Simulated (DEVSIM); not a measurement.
System: Ni/La2O3/p-Si capacitor, at 250 K.

| layer (left to right) | material | thickness (nm) | Na (cm⁻³) |
|---|---|---|---|
| 1 | La2O3 | 4.90 | - |
| 2 | Si | 450 | 1.6e18 |

Metal gate on the left, work function 5.1 eV. Fixed charge at the semiconductor interface 0 cm⁻² (in units of +e); no interface traps.

This is a model device: material constants are rounded textbook-type values typed into the input, and sizes, dopings and lifetimes were drawn at random. Values at 300 K; Nc and Nv go as T^1.5, mobilities as T to minus their exponent, the gap by Varshni's rule with the affinity fixed.

| parameter | La2O3 | Si |
|---|---|---|
| gap (eV) | 5.8 | 1.124 |
| affinity (eV) | 1.8 | 4.05 |
| permittivity | 27 | 11.7 |
| Nc (cm⁻³) | - | 2.86e19 |
| Nv (cm⁻³) | - | 3.1e19 |
| Varshni α (eV/K) | - | 0.000473 |
| Varshni β (K) | - | 636 |

DEVSIM, 1D Poisson equation in equilibrium, Boltzmann statistics, complete ionisation; no quantum confinement or tunnelling. Metal contacts follow the ideal Schottky-Mott rule: no Fermi-level pinning, no interface dipoles.

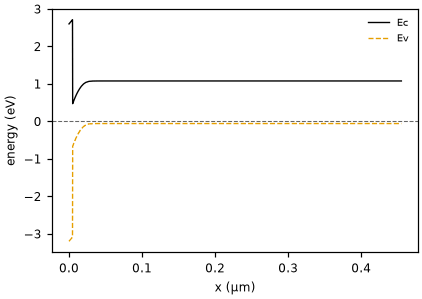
Figure: Band edges at 0.7 V on the gate

Energies count from the Fermi level of the right contact; mesh points crowd at the junctions.

| x (μm) | Ec (eV) | Ev (eV) | n (cm⁻³) | p (cm⁻³) | field (V/cm) |
|---|---|---|---|---|---|
| 0.000 | 2.600 | -3.200 | < 1e2 | < 1e2 | 230000 |
| 0.0007847 | 2.618 | -3.182 | < 1e2 | < 1e2 | 230000 |
| 0.001912 | 2.645 | -3.155 | < 1e2 | < 1e2 | 230000 |
| 0.003206 | 2.675 | -3.125 | < 1e2 | < 1e2 | 230000 |
| 0.004517 | 2.706 | -3.094 | < 1e2 | < 1e2 | 230000 |
| 0.005261 | 0.485 | -0.651 | 3.7e9 | 1800000 | 530000 |
| 0.006536 | 0.551 | -0.585 | 1.7e8 | 3.7e7 | 500000 |
| 0.009821 | 0.702 | -0.434 | 160000 | 4.1e10 | 420000 |
| 0.01453 | 0.872 | -0.264 | < 1e2 | 1.1e14 | 300000 |
| 0.02289 | 1.039 | -0.097 | < 1e2 | 2.6e17 | 100000 |
| 0.03889 | 1.078 | -0.058 | < 1e2 | 1.6e18 | 810 |
| 0.08010 | 1.078 | -0.058 | < 1e2 | 1.6e18 | ≈ 0 |
| 0.1392 | 1.078 | -0.058 | < 1e2 | 1.6e18 | ≈ 0 |
| 0.2374 | 1.078 | -0.058 | < 1e2 | 1.6e18 | ≈ 0 |
| 0.3554 | 1.078 | -0.058 | < 1e2 | 1.6e18 | ≈ 0 |
| 0.4012 | 1.078 | -0.058 | < 1e2 | 1.6e18 | ≈ 0 |
| 0.4251 | 1.078 | -0.058 | < 1e2 | 1.6e18 | ≈ 0 |
| 0.4386 | 1.078 | -0.058 | < 1e2 | 1.6e18 | ≈ 0 |
| 0.4480 | 1.078 | -0.058 | < 1e2 | 1.6e18 | ≈ 0 |
| 0.4517 | 1.078 | -0.058 | < 1e2 | 1.6e18 | ≈ 0 |
| 0.4536 | 1.078 | -0.058 | < 1e2 | 1.6e18 | ≈ 0 |
| 0.4549 | 1.078 | -0.058 | < 1e2 | 1.6e18 | ≈ 0 |
